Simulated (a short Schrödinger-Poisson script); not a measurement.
Stack: gated Al0.3Ga0.7N/GaN polarisation-induced gas, at 77 K.

| layer | material | thickness (nm) | Na (cm⁻³) |
|---|---|---|---|
| 1 | Al0.3Ga0.7N | 15 | - |
| 2 | GaN | 6000 | 2e15 |

The device is made up for the run: typed textbook-type constants, with dimensions and the other settings drawn at random. Al0.3Ga0.7N: permittivity 9.32, conduction-band edge (eV) 0.414, gap (eV) 4.021, electron mass (mₑ) 0.236, Nv at 300 K (cm⁻³) 4.6e19. GaN: permittivity 9.5, conduction-band edge (eV) 0, gap (eV) 3.43, Nv at 300 K (cm⁻³) 4.6e19.

Channel valleys (confinement mass, in-plane density-of-states mass, number): Γ 0.2, 0.2, 1. At the gate the conduction-band edge of layer 1 lies 1.23 eV − eVg above the Fermi level of the channel; the field vanishes at the back. Sheet of polarisation charge: +1.5e13 e/cm² at 15 nm from the gate. The barrier under the gate holds no holes. Gaps are held at their typed values at every temperature. Mesh 0.08 nm at interfaces.

From a short Schrödinger-Poisson script (our own, NumPy): 1D Poisson equation in equilibrium, electrons quantum, Hartree (BenDaniel-Duke, 40 states a valley, the channel's in-plane mass for all, wave functions free to enter the barrier), parabolic valleys, classical holes, full ionisation, no traps, pinning or gate leakage.

Only gate voltages with over 1e8 electrons/cm² are shown.

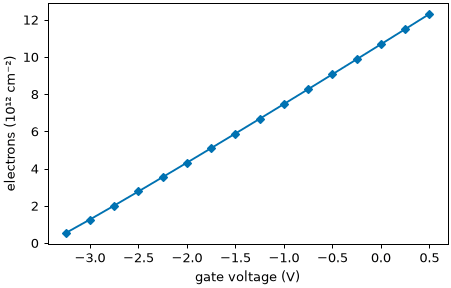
Figure. Sheet density against gate voltage

| Vg (V) | electrons (cm⁻²) | in the channel layer | C (μF/cm²) | Γ E0 (meV) | Γ E1 (meV) |
|---|---|---|---|---|---|
| 0.5 | 1.23e13 | 1.11e13 | 0.524 | -134.0 | -12.3 |
| 0 | 1.07e13 | 9.82e12 | 0.519 | -117.9 | -8.2 |
| -0.5 | 9.07e12 | 8.48e12 | 0.515 | -101.6 | -4.1 |
| -1 | 7.47e12 | 7.08e12 | 0.510 | -84.9 | 0.3 |
| -1.5 | 5.89e12 | 5.65e12 | 0.505 | -68.0 | 5.2 |
| -2 | 4.32e12 | 4.20e12 | 0.499 | -50.6 | 11.4 |
| -2.5 | 2.78e12 | 2.72e12 | 0.491 | -32.8 | 19.0 |
| -3 | 1.27e12 | 1.25e12 | 0.475 | -14.3 | 27.2 |

Subbands count from the Fermi level.
